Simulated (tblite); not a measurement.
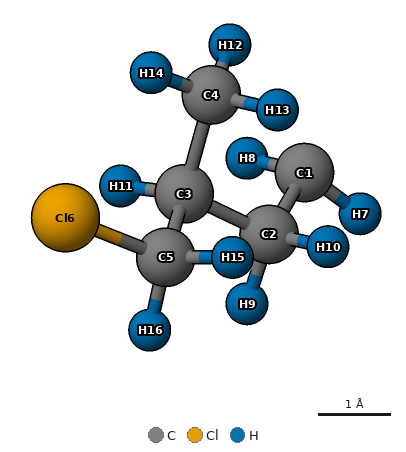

Starting structure of C$_{5}$H$_{10}$Cl (multiplicity 2). Style: ball-and-stick. Shown from a free direction.

All numbers below come from GFN2-xTB geometry optimisation, gas phase (tblite).

```xyz
16

C     2.0673    0.6146   -0.2737
C     1.0208   -0.3114    0.3023
C    -0.3073   -0.2018   -0.3717
C    -0.8208    1.2504   -0.2260
C    -1.2816   -1.0563    0.4309
Cl   -2.9233   -1.0280   -0.2583
H     3.0418    0.3501    0.1902
H     2.1964    0.4543   -1.3653
H     1.3908   -1.3481    0.1450
H     0.9033   -0.1185    1.3929
H    -0.2973   -0.4720   -1.4324
H    -0.1610    1.9535   -0.7210
H    -0.8061    1.4412    0.9043
H    -1.8406    1.2492   -0.6053
H    -1.2725   -0.6685    1.4790
H    -0.9178   -2.0998    0.3976
```

Q: Where does the relaxation end?

A: After 110 geometry steps the energy has fallen by 0.649 eV. H7 moves most after the best rigid fit: 0.93 Å. Largest moves by element: H 0.93 Å, C 0.31 Å, Cl 0.12 Å. Among the contacts that change: C2–C3 1.493 → 1.554 Å, C4–H13 1.146 → 1.088 Å, C1–C2 1.511 → 1.470 Å, C1–H7 1.111 → 1.071 Å. Among the angles between lasting bonds that change: C2–C1–H7 107.6° → 121.6°, H7–C1–H8 105.9° → 118.5°, C2–C1–H8 111.5° → 119.7°.

Step by step:

```tsv
step	E − E(0), eV
0	0.0000
1	-0.2262
2	-0.3506
3	-0.4202
4	-0.4892
5	-0.5244
6	-0.5570
7	-0.5760
8	-0.5872
9	-0.5962
10	-0.6044
15	-0.6209
21	-0.6318
26	-0.6368
31	-0.6385
36	-0.6399
42	-0.6408
47	-0.6416
52	-0.6431
57	-0.6440
63	-0.6443
68	-0.6447
73	-0.6450
78	-0.6457
84	-0.6468
89	-0.6473
94	-0.6478
99	-0.6481
105	-0.6486
110	-0.6490
```

Final geometry:

```xyz
16

C     2.1284    0.3397   -0.4051
C     1.0909   -0.4041    0.3231
C    -0.3242   -0.1831   -0.2800
C    -0.7448    1.2741   -0.1233
C    -1.3102   -1.1192    0.4056
Cl   -2.9163   -1.0491   -0.3722
H     2.6383    1.1713    0.0377
H     2.3303    0.1041   -1.4321
H     1.2971   -1.4808    0.2674
H     1.0726   -0.1126    1.3742
H    -0.2856   -0.4332   -1.3448
H    -0.0311    1.9235   -0.6242
H    -0.7828    1.5475    0.9295
H    -1.7283    1.4335   -0.5580
H    -1.4569   -0.8449    1.4506
H    -0.9850   -2.1578    0.3400
```

After the run, drawn alike:

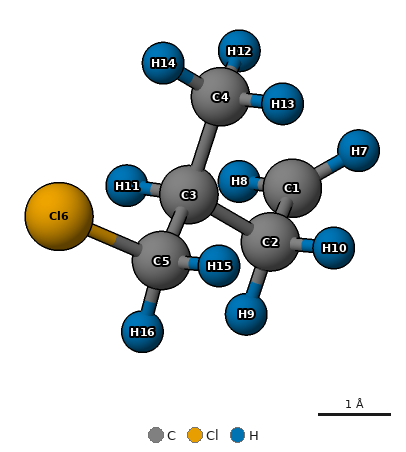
